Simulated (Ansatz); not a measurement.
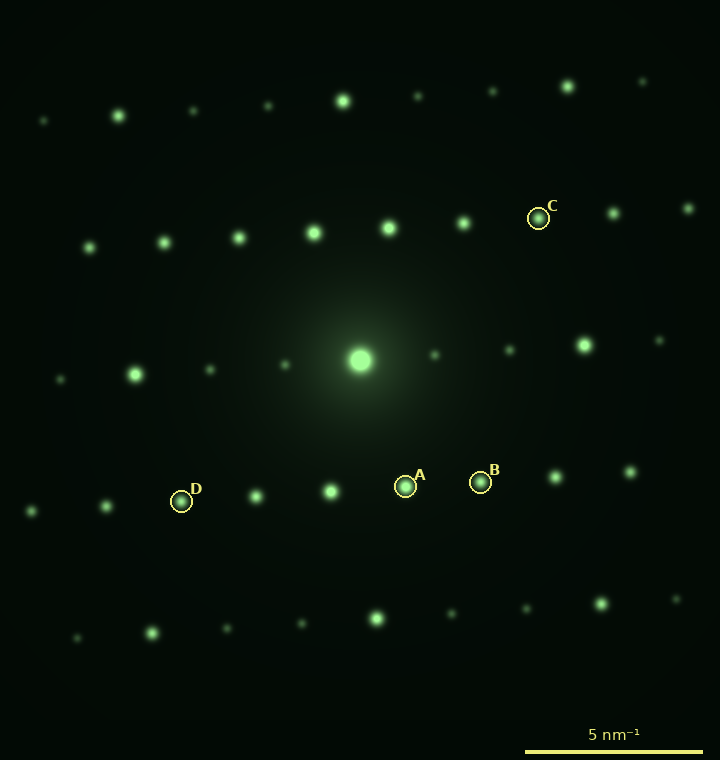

Simulated selected-area electron diffraction pattern (200 kV, kinematic approximation, thin crystal, B = 0.5 Å² for all atoms). The zone axis points towards the electron source and the pattern is seen from the source side.

Crystal: ZrPb2, space group P6/mmm (No. 191), a = 5.42 Å, c = 3.14 Å (hexagonal axes). Structure: coordinates from a relaxation at fixed volume with Ansatz, DFT PBEsol, scalar-relativistic, plane waves, PAW; the starting structure was generated, so it need not be a known form of this composition.

Spot A is indexed -1 0 1 and spot B -1 -1 1.

Index the other marked spots.

C = −4A + 3B = 1 -3 -1 (d = 1.544 Å). D = 4A − 3B = -1 3 1 (d = 1.544 Å).

Which zone axis is this?

The cross product of A and B is parallel to [101]; every spot obeys hu + kv + lw = 0.

What are the spacings of A and B and the angle between them?

d(A) = 2.608 Å, d(B) = 2.050 Å, and the angle is 24.8°.
